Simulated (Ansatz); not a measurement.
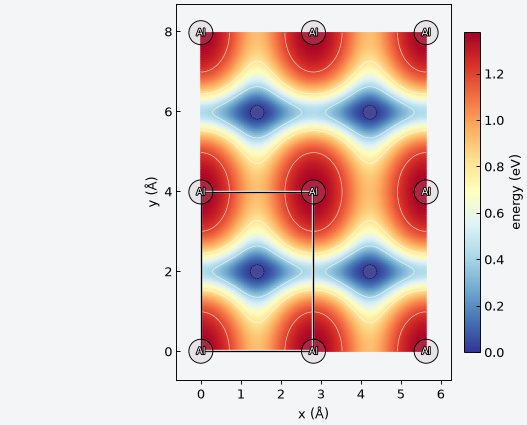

Al on an Al(110) slab cut from the Fm-3m phase, its upper half relaxed before the scan (16 atoms of substrate and one adsorbate in a 2 × 2 cell). Al is moved over the surface cell; relaxed at each place: the height of the adsorbate's atoms; substrate rigid; the origin of the map has the adsorbate above Al13. Places are given modulo a cell vector. The map is drawn in real space over the plane of the surface. Grid: 6 × 8 points; 20 points were computed and 28 follow by symmetry. Places are given in fractions of the 1 × 1 surface cell. All energies are given in eV relative to the lowest grid point. Computed with Ansatz 0.2.0, DFT LDA, scalar-relativistic, plane waves, PAW. Settings: cutoff 420 eV, k-mesh 5×4×1, gaussian smearing 0.1 eV, no spin polarisation.

Drawn: a smooth colour map with a few white contour lines, labelled circles for the atoms of the top layer and small ones for the second layer, the outline of one cell of the 2 × 2 shown. Between grid points the surface is interpolated.

The lowest grid point is at a fourfold hollow over a second-layer Al atom, (3/6, 4/8) of the cell vectors. No other kind of well shows on this grid. The highest grid point, the top site over a surface Al atom, (0/6, 0/8) of the cell vectors, lies 1.38 eV above the lowest. On the interpolated surface the easiest way out of the lowest well to its copy in the next cell or period passes a barrier of about 0.43 eV. At the lowest point the adsorbate has 1 Al at 2.67 Å as nearest neighbours, at the highest 1 Al at 2.60 Å. Its relaxed height above the top atom is 1.35 Å at the lowest and 2.60 Å at the highest point.

The level of theory is changed to Ansatz 0.2.0, DFT PBE, scalar-relativistic, plane waves, PAW; with it change the cell, relaxed at the new level (first cell vector 5.714 Å, before 5.634 Å); the new grid has 6 × 6 points.

**What will the new map look like?**

The lowest place stays at a fourfold hollow over a second-layer Al atom, (3/6, 3/6) of the cell vectors. The span from the lowest to the highest grid point shrinks from 1.38 to 1.24 eV. The easiest pass out of the lowest well goes from about 0.43 to about 0.4 eV on the interpolated surfaces. In the new map: at the lowest point the adsorbate has 1 Al at 2.72 Å as nearest neighbours, at the highest 1 Al at 2.64 Å. Its relaxed height above the top atom is 1.38 Å at the lowest and 2.64 Å at the highest point.

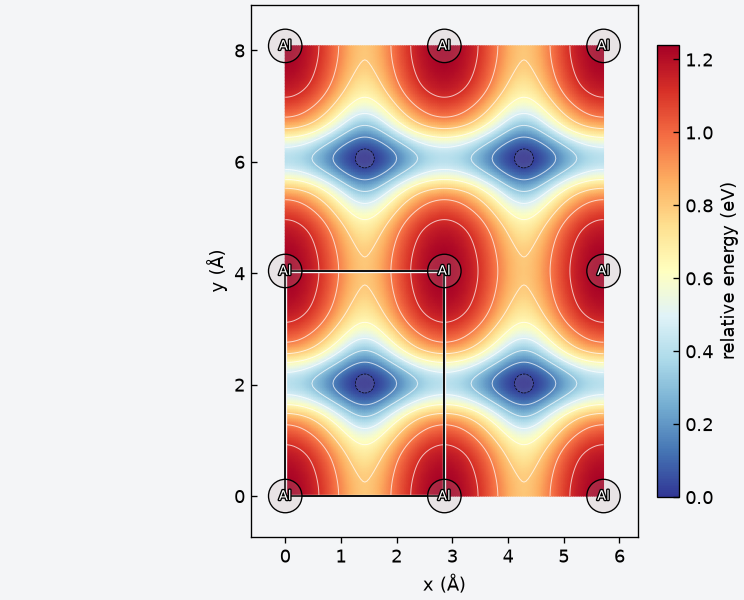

The map after the change, on a colour scale of its own. In the figure: a smooth colour map with a few white contour lines, labelled circles for the atoms of the top layer and small ones for the second layer, the outline of one cell of the 2 × 2 shown. Between grid points the surface is interpolated.

PAW datasets: the set soft_1.
